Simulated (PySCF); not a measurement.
Molecule: C3H8O3Si, SMILES C([SiH2]COC)(=O)O. Atoms near the plane z = 0.8 Å, at the GFN2-xTB optimised geometry (x, y, z in Å): C1 (1.4, -1.6, -0.1), O2 (0.9, -0.3, 0.0), C3 (-0.6, -0.3, 0.0), Si4 (-1.0, 1.5, 0.0), H9 (1.1, -2.2, 0.8), H10 (2.5, -1.5, -0.1), H11 (-0.9, -0.9, 0.9), H13 (-2.5, 1.6, 0.0), H14 (-0.4, 2.2, 1.1).

Computed with B3LYP/def2-TZVP run with PySCF. The values are rescaled to run from 0 to 1.

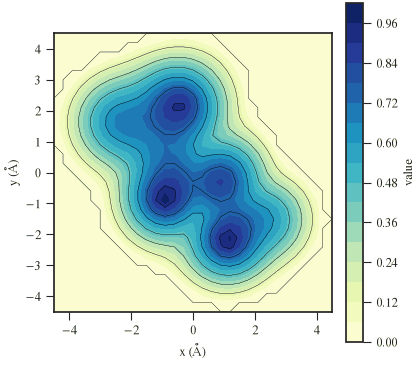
a field on the plane z = 0.8 Å.

Which quantity is mapped?
(A) log10 of the electron density
(B) electron localisation function
(C) deformation density (molecule minus spherical neutral atoms)
(D) Laplacian of the electron density

A, log10 of the electron density. In full: log10 of the electron density (e/bohr³), floored at −4.
